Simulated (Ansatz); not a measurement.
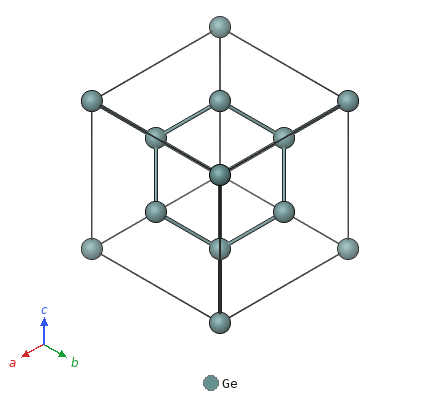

The structure, seen along [111]; the drawing may span several cells.

Given this structure, the input geometry of an electronic-structure calculation (not necessarily at equilibrium), written in its standard cell:

```yaml
crystal:
  lattice:
    - [5.76080, 0.00000, 0.00000]
    - [0.00000, 5.76080, 0.00000]
    - [0.00000, 0.00000, 5.76080]
  atoms:
    - { symbol: Ge, position: [0.50000, 0.00000, 0.50000] }
    - { symbol: Ge, position: [0.25000, 0.25000, 0.25000] }
    - { symbol: Ge, position: [0.50000, 0.50000, 0.00000] }
    - { symbol: Ge, position: [0.25000, 0.75000, 0.75000] }
    - { symbol: Ge, position: [0.00000, 0.00000, 0.00000] }
    - { symbol: Ge, position: [0.75000, 0.25000, 0.75000] }
    - { symbol: Ge, position: [0.00000, 0.50000, 0.50000] }
    - { symbol: Ge, position: [0.75000, 0.75000, 0.25000] }
```

Q: Predict the [111] zone-axis pattern (300 kV, kinematic, B = 0.5 Å²).

A: The spots form a hexagonal net with both shortest vectors at d = 2.04 Å, 60.0° apart. They are -2 2 0 and -2 0 2. The pattern has symmetry 6mm. The lattice centring (F) removes all reflections that break h + k = 2n, h + l = 2n.

Strongest reflections with d > 0.80 Å, one of each family (|F|² from tabulated Gaussian fits of the electron scattering factors, times a small damping for the curvature of the Ewald sphere):

| hkl | d (Å) | I (strongest = 100) |
| --- | --- | --- |
| 2 0 -2 | 2.037 | 100 |
| 4 -2 -2 | 1.176 | 28 |
| 4 0 -4 | 1.018 | 19 |

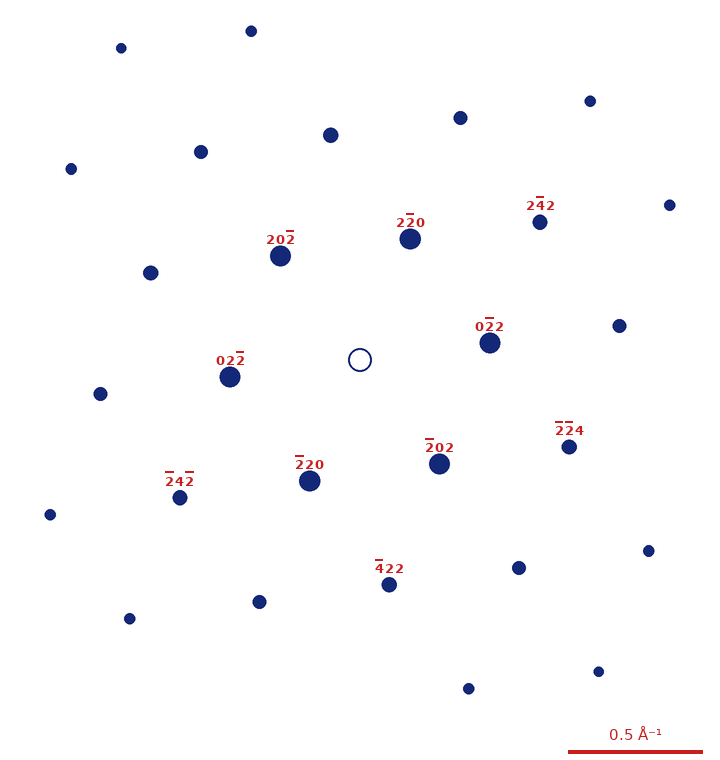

Calculated pattern, seen from the source side with [111] pointing towards the source.
